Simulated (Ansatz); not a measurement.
LiScZnC₆N₆, 60 atoms, a = 11.25 Å, b = 11.25 Å, c = 11.25 Å, α = 90.00°, β = 90.00°, γ = 90.00°.

Space group F-43m; a structure generated by program, which may or may not match a known phase.

Computed with Ansatz 0.2.0, DFT PBE, scalar-relativistic, plane waves, PAW.

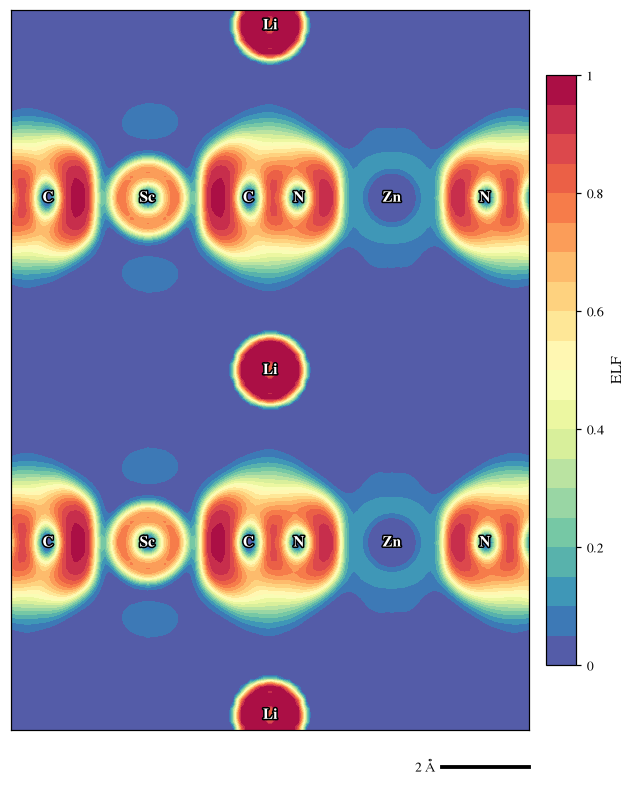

LiScZnC₆N₆. ELF on the (101) plane of the conventional cell.

In a PAW calculation such maps are meaningful between the atoms, not at the nuclei.

What do the fields say about this system?

Answer. Atoms in the plane: Li, Sc, Zn, C and N. C–N (1.17 Å): the ELF peaks at about 0.85 between the atoms (inside overlapping PAW spheres, so only a guide) (a multiple bond). Zn–N (2.15 Å): the ELF peaks at about 0.95 in the valence shell of N, 0.7 Å from its nucleus, and is about 0.20 at the midpoint: no localised pair shows between them. Sc–C (2.31 Å): the ELF peaks at about 0.95 in the valence shell of C, 0.7 Å from its nucleus, and is about 0.35 at the midpoint. Li–C (4.01 Å): the ELF is about 0.10 at the midpoint: no shared electron pair shows on this line. Li–N (4.03 Å): the ELF is about 0.05 at the midpoint: no localised pair shows between them. The features right at Li and Sc lie inside the PAW spheres, where the map follows smoothed inner orbitals and isn't to be read closely.
